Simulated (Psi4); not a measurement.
# GeHCl3 (SMILES [Cl][GeH]([Cl])[Cl]) at B3LYP/cc-pVDZ

Aim: the vertical ionisation energy of GeHCl3 at B3LYP/cc-pVDZ, from 2 runs. 

The calculation is run with Psi4 1.11.

4 further runs of the same task are left out: 4 set aside as unsound or not needed. Runs told in other sessions of the task aren't counted.

## 1. The system as given

GeHCl3 has 5 atoms, charge 0, and is taken as a singlet. SMILES: `[Cl][GeH]([Cl])[Cl]`. The shape is that of a PBE0-D4/def2-TZVP optimisation.

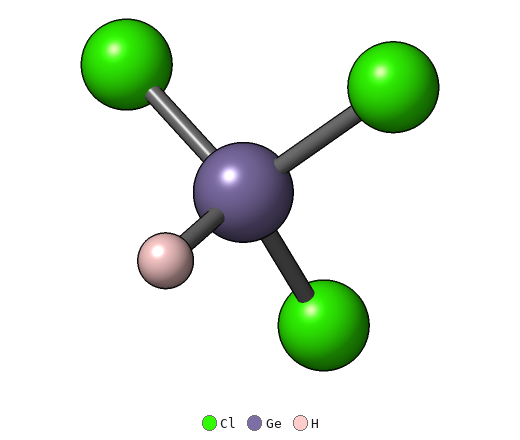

Viewed from a chosen angle; chlorine green, germanium purple, hydrogen pink.

## 2. The energy at B3LYP/cc-pVDZ

Input file input.in:

```
memory 1.6 GB

molecule m {
  Cl    -1.177700    -0.012800     1.700700
  Ge     0.102400     0.090600     0.006200
  Cl     1.117900    -1.767600    -0.185300
  Cl    -1.095100     0.385600    -1.725800
  H      1.102600     1.230700     0.163000
  symmetry c1
}

set {
  basis cc-pVDZ
  puream true
  scf_type pk
  dft_radial_points 99
  dft_spherical_points 590
}

E, wfn = energy("b3lyp", return_wfn=True)
print_variables()
```

The run is started by

```sh
$ psi4 -n 1 input.in input.out
```

input.out:

```text
[...]
  Running in c1 symmetry.
[...]
  Nuclear repulsion =  559.185580250140447
[...]
  Multiplicity = 1
[...]
  Nalpha       = 42
  Nbeta        = 42
[...]
    Number of basis functions: 86
[...]
   @RKS iter   1: -3457.80193510939944   -2.78989e+00   1.28880e-02 DIIS/ADIIS
[...]
   @RKS iter   8: -3458.39374084560677   -6.76710e-09   3.30239e-07 DIIS
[...]
    Orbital Energies [Eh]
    ---------------------
    Doubly Occupied:
       1A   -398.875938     2A   -101.556188     3A   -101.556185
       4A   -101.556183     5A    -49.915995     6A    -44.438165
       7A    -44.438165     8A    -44.437092     9A     -9.476056
      10A     -9.475999    11A     -9.475997    12A     -7.236751
      13A     -7.236749    14A     -7.236746    15A     -7.229500
      16A     -7.229497    17A     -7.229496    18A     -7.229416
      19A     -7.229415    20A     -7.229412    21A     -6.335257
      22A     -4.507193    23A     -4.507193    24A     -4.503128
      25A     -1.326852    26A     -1.326850    27A     -1.322605
      28A     -1.321619    29A     -1.321616    30A     -0.869065
      31A     -0.831997    32A     -0.831995    33A     -0.574924
      34A     -0.430903    35A     -0.425131    36A     -0.425130
[...]
  @RKS Final Energy: -3458.39374084560677
   => Energetics <=
    Nuclear Repulsion Energy =            559.1855802501404469
    One-Electron Energy =               -5915.2994286472512613
    Two-Electron Energy =                2029.9675227328266374
    DFT Exchange-Correlation Energy =    -132.2474151813224807
    Empirical Dispersion Energy =           0.0000000000000000
    VV10 Nonlocal Energy =                  0.0000000000000000
    Total Energy =                      -3458.3937408456067715
[...]
 Multipole Moments:
 ------------------------------------------------------------------------------------
     Multipole            Electronic (a.u.)      Nuclear  (a.u.)        Total (a.u.)
 ------------------------------------------------------------------------------------
 L = 1.  Multiply by 2.5417464519 to convert [e a0] to [Debye]
 Dipole X            :          1.2337409           -0.8405712            0.3931697
 Dipole Y            :          1.4063159           -0.9581349            0.4481810
 Dipole Z            :          0.1930709           -0.1315090            0.0615619
 Magnitude           :                                                    0.5993650
[...]
```

It took 58 s on 1 thread of Intel Xeon at 2.60GHz (Ice Lake), shared host; peak memory 1.1 GiB.

## 3. The doublet cation at the same level

Input file job.in:

```
memory 1600 mb

molecule m {
  1 2
  Cl    -1.177700    -0.012800     1.700700
  Ge     0.102400     0.090600     0.006200
  Cl     1.117900    -1.767600    -0.185300
  Cl    -1.095100     0.385600    -1.725800
  H      1.102600     1.230700     0.163000
  units angstrom
  symmetry c1
}

set globals {
  basis cc-pVDZ
  reference uks
  puream true
  scf_type pk
  dft_radial_points 99
  dft_spherical_points 590
  maxiter 100
}

energy('b3lyp')
```

The run is started by

```sh
$ psi4 -i job.in -o job.out -n 1
```

job.out:

```text
[...]
  Running in c1 symmetry.
[...]
  Nuclear repulsion =  559.185580250140447
[...]
  Multiplicity = 2
[...]
  Nalpha       = 42
  Nbeta        = 41
[...]
    Number of basis functions: 86
[...]
   @UKS iter   1: -3457.41032267868195   -2.39828e+00   1.28316e-02 ADIIS/DIIS
[...]
   @UKS iter  10: -3457.98006563177023   -3.18549e-07   5.69101e-07 DIIS
[...]
   @S^2 Observed:                7.541552386E-01
[...]
    Orbital Energies [Eh]
    ---------------------
    Alpha Occupied:
       1A   -399.086288     2A   -101.804168     3A   -101.804158
       4A   -101.804143     5A    -50.126874     6A    -44.649043
       7A    -44.649043     8A    -44.647693     9A     -9.722288
      10A     -9.722234    11A     -9.722221    12A     -7.482279
      13A     -7.482271    14A     -7.482256    15A     -7.480926
      16A     -7.480917    17A     -7.480903    18A     -7.473233
      19A     -7.473222    20A     -7.473208    21A     -6.546838
      22A     -4.719123    23A     -4.719123    24A     -4.713793
      25A     -1.539239    26A     -1.539237    27A     -1.533515
      28A     -1.533023    29A     -1.533021    30A     -1.105590
      31A     -1.071240    32A     -1.071230    33A     -0.791226
      34A     -0.651650    35A     -0.651647    36A     -0.639780
[...]
  @UKS Final Energy: -3457.98006563177023
   => Energetics <=
    Nuclear Repulsion Energy =            559.1855802501404469
    One-Electron Energy =               -5896.1711411951482660
    Two-Electron Energy =                2010.9587112453796180
    DFT Exchange-Correlation Energy =    -131.9532159321421432
    Empirical Dispersion Energy =           0.0000000000000000
    VV10 Nonlocal Energy =                  0.0000000000000000
    Total Energy =                      -3457.9800656317702305
  UHF NO Occupations:
  HONO-2 :   40  A 1.9991677
  HONO-1 :   41  A 1.9991676
[...]
 Multipole Moments:
 ------------------------------------------------------------------------------------
     Multipole            Electronic (a.u.)      Nuclear  (a.u.)        Total (a.u.)
 ------------------------------------------------------------------------------------
 L = 1.  Multiply by 2.5417464519 to convert [e a0] to [Debye]
 Dipole X            :          1.0496450           -0.8405712            0.2090738
 Dipole Y            :          1.1969104           -0.9581349            0.2387755
 Dipole Z            :          0.1641186           -0.1315090            0.0326096
 Magnitude           :                                                    0.3190438
[...]
```

Run time: 65 s. Hardware: 1 thread of Intel Xeon at 2.60GHz (Ice Lake), shared host; peak memory 1.2 GiB.

## 4. What came out

Level: B3LYP/cc-pVDZ.

| quantity | value |
| --- | --- |
| singlet GeHCl3: total energy | -3458.39374 Eh |
| singlet GeHCl3: dipole moment | 1.52 D |
| singlet GeHCl3: HOMO energy | -8.96 eV |
| singlet GeHCl3: LUMO energy | -1.63 eV |
| singlet GeHCl3: HOMO–LUMO gap | 7.33 eV |
| doublet cation: total energy | -3457.98007 Eh |
| doublet cation: HOMO energy (highest over α and β) | -14.95 eV |
| doublet cation: LUMO energy (lowest over α and β) | -13.55 eV |
| doublet cation: ⟨S²⟩ | 0.754 |
| vertical ionisation energy (to the doublet cation) | 11.257 eV |

**Reading.** The vertical ionisation energy comes to 11.26 eV (260 kcal/mol). The negative HOMO energy of the first species, 8.96 eV, lies 2.30 eV below that difference.
